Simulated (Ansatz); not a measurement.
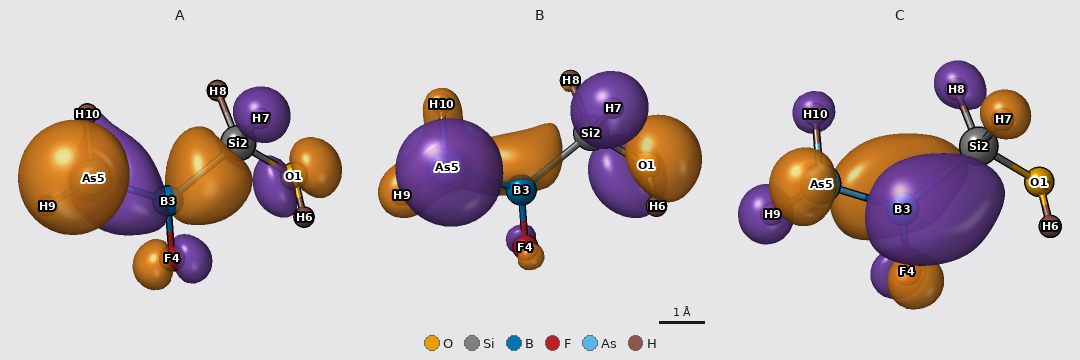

*AsBFH₅OSi (SMILES O[SiH2]B(F)[AsH2]). Three frontier orbitals at ±0.1 Å⁻³ᐟ² (orange and purple are the two phases), in no order.*

Computed with RKS BLYP/def2-SVP in Ansatz 0.2.0.

```xyz
10

O    -2.4728    0.7782    0.1667
Si   -1.1926   -0.3206    0.3259
B     0.6331    0.5350   -0.0632
F     0.6959    1.8538   -0.3159
As    2.4408   -0.4769    0.0878
H    -2.3080    1.6630    0.5412
H    -1.1407   -0.9572    1.6964
H    -1.4741   -1.4178   -0.6564
H     2.9968    0.0691   -1.2416
H     1.9046   -1.7779   -0.5381
```

Which picture is the HOMO−1, the HOMO and the LUMO?

B is the HOMO−1 (−6.89 eV). It lies mainly on O1 (about 40 %), As5 (about 25 %), Si2 (about 10 %), H7 (about 10 %) and B3 (about 5 %). A is the HOMO (−5.74 eV). Its weight (Hirshfeld) is mainly on As5 (about 40 %), B3 (about 20 %), Si2 (about 15 %), O1 (about 10 %) and F4 (about 10 %). C is the LUMO (−2.46 eV). It lies mainly on B3 (about 50 %), As5 (about 15 %) and F4 (about 10 %).

What is the HOMO–LUMO gap?

3.28 eV between the orbital energies.
